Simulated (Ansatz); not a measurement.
# CH3ClSi: what the fields show

Input file:

```
crystal:
  periodic: [false, false, false]
  atoms:
    - {symbol: Si, position_ang: [-0.832586, 0.000564, -0.048027]}
    - {symbol: C, position_ang: [0.809072, -0.396878, 0.867340]}
    - {symbol: Cl, position_ang: [-0.396644, -1.148338, 2.012085]}
    - {symbol: H, position_ang: [-0.827616, -1.343622, -0.767685]}
    - {symbol: H, position_ang: [1.487910, -1.180217, 0.543452]}
    - {symbol: H, position_ang: [1.312309, 0.391543, 1.420523]}
basis:
  gaussian: {orbitals: def2-TZVPP}
hamiltonian: {xc: pbe0, dispersion: d4}
output: {orbitals: {seedname: orbitals}}
```

Launched as:

```sh
ansatz run in.yaml --threads 2 --pin off --events-out ev --progress --plain --max-ram 4352MiB
```

Geometry: PBE0-D4/def2-TZVP.

Theory: RKS PBE0-D4/def2-TZVPP (Ansatz 0.2.0).

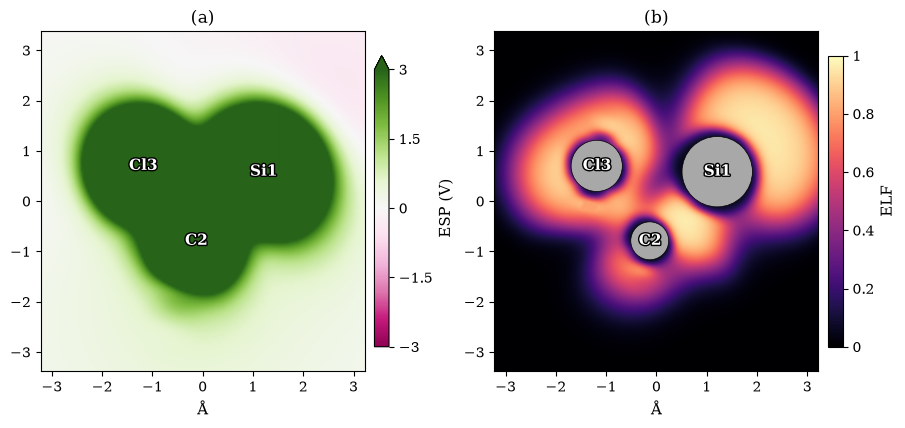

Figure 1. (a) molecular electrostatic potential; (b) ELF on the plane of atoms Si1, C2 and Cl3. Grey discs cover the atomic cores in the ELF map.

Read the bonding off the picture.

The section cuts through Si, C and Cl sites. C–Cl (1.82 Å): the ELF peaks at about 0.85 between the atoms: a shared electron pair. C–Si (1.92 Å): the ELF peaks at about 0.95 between the atoms, as expected for a covalent bond. Si–Cl (2.40 Å): the ELF peaks at about 0.75 in the valence shell of Cl, 0.8 Å from its nucleus, and is about 0.45 at the midpoint. The ELF also peaks beside Cl3 and Si1, away from the bonds: lone-pair regions. Outside the dense part of the molecule the potential is most negative (−0.4 V) near H4, which lies off the plane.

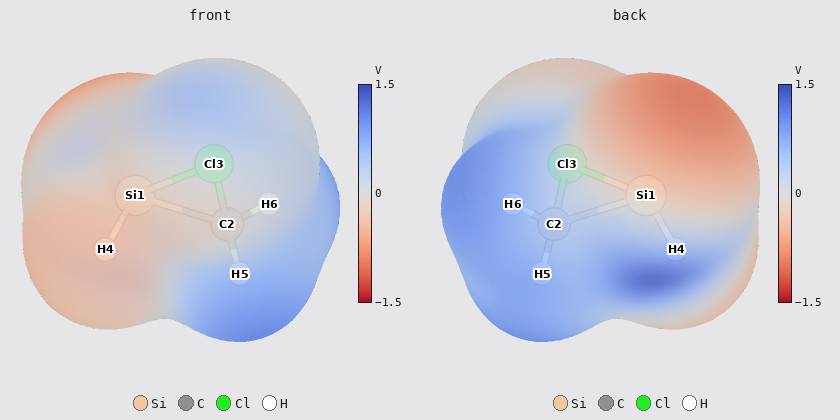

Figure 2. The molecular electrostatic potential painted on the density surface at 0.001 e/bohr³, seen from the front and from behind; red is negative and blue positive.

Which sites attract a positive test charge, and which a negative one?

A positive charge is drawn to the negative regions and a negative charge to the positive ones. The most negative region (about −0.9 V) lies over H4, the most positive (about +1.2 V) over Si1.

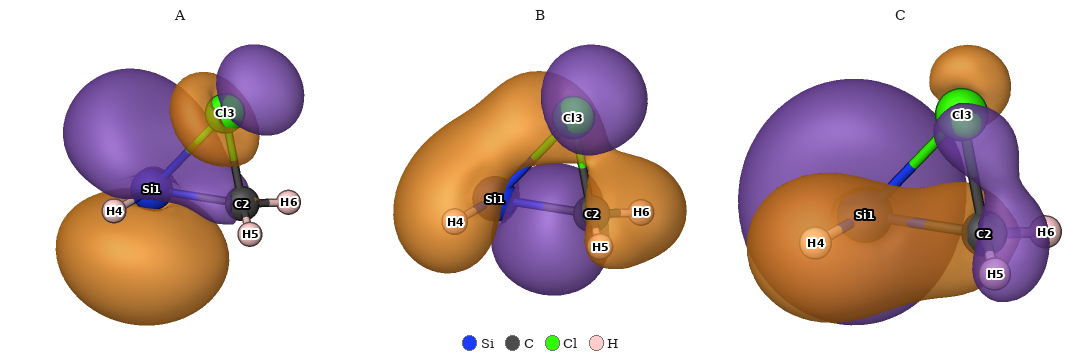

Figure 3. Three frontier orbitals at ±0.08 Å⁻³ᐟ² (orange and purple are the two phases), in no order.

Which picture is the HOMO−1, the HOMO and the LUMO?

B is the HOMO−1 (−8.63 eV). Its weight (Hirshfeld) is mainly on C2 (about 30 %), Si1 (about 30 %), Cl3 (about 20 %) and H4 (about 10 %). C is the HOMO (−6.43 eV). By Hirshfeld shares it lies mainly on Si1 (about 75 %), H4 (about 15 %) and C2 (about 5 %). A is the LUMO (−1.50 eV). By Hirshfeld shares it lies mainly on Si1 (about 75 %) and Cl3 (about 15 %).

What is the HOMO–LUMO gap?

4.93 eV between the orbital energies.
